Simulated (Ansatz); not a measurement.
ClF2HNSi2 (charge +1)

```
atom    x (Å)   y (Å)    z (Å)
  Cl  -1.7114  1.4013   1.0160
   F   0.8660  0.2228  -0.1243
   F  -1.0689  0.7388  -1.8351
   N   0.7815  2.4978  -0.6931
  Si  -0.4348  1.2776  -0.4911
  Si   2.2675  1.6845  -0.3989
   H   0.6375  3.4806  -0.9412
```

Geometry: r2SCAN-D4/def2-SVP.

All numbers below come from Ansatz 0.2.0, isolated molecule in a Gaussian basis; Kohn-Sham density functional theory, functional PBE0.

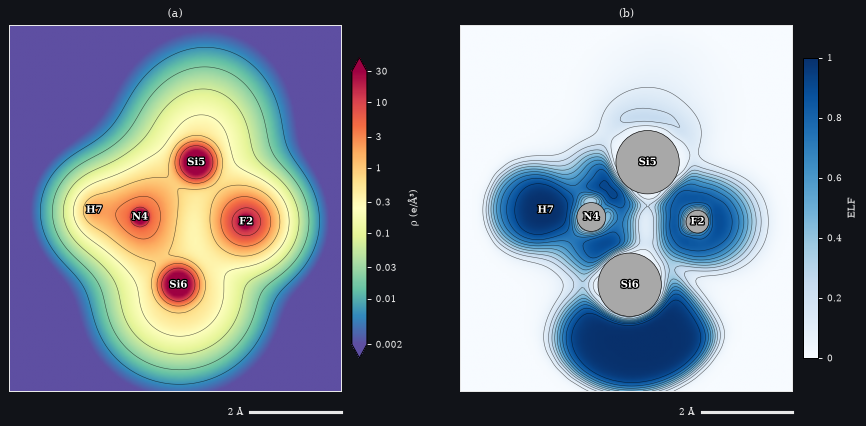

Figure 1. (a) total electron density; (b) ELF on the plane of atoms Si5, N4 and H7. Grey discs cover the atomic cores in the ELF map.

What do the fields say about this system?

Atoms in the plane: F, N, Si and H. Si–N (1.72 Å): ρ is about 1.1 e/Å³ halfway; the ELF peaks at about 0.90 between the atoms: a polar covalent bond. N–H (1.02 Å): the density is about 2.9 e/Å³ at the midpoint; the ELF climbs to about 1 towards the hydrogen, as it does in any bond to H (a covalent bond by its length). Si–F (1.71 Å): ρ at the midpoint is about 0.9 e/Å³; the ELF peaks at about 0.85 in the valence shell of F, 0.6 Å from its nucleus, and is about 0.60 at the midpoint. The ELF also peaks beside Si6 and F2, away from the bonds: lone-pair regions.

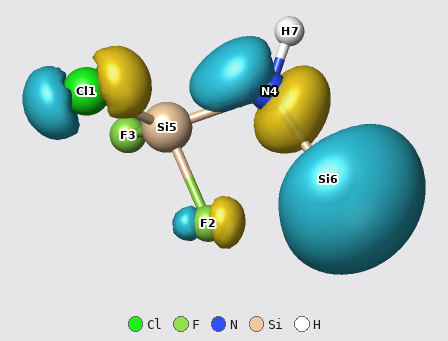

Figure 2. One frontier orbital at ±0.15 Å⁻³ᐟ² (yellow and cyan are the two phases), seen across its widest extent.

Which orbital is it: HOMO or LUMO?

The HOMO, at −14.39 eV. Its weight (Hirshfeld) is mainly on Si6 (about 65 %), N4 (about 15 %) and Cl1 (about 10 %).
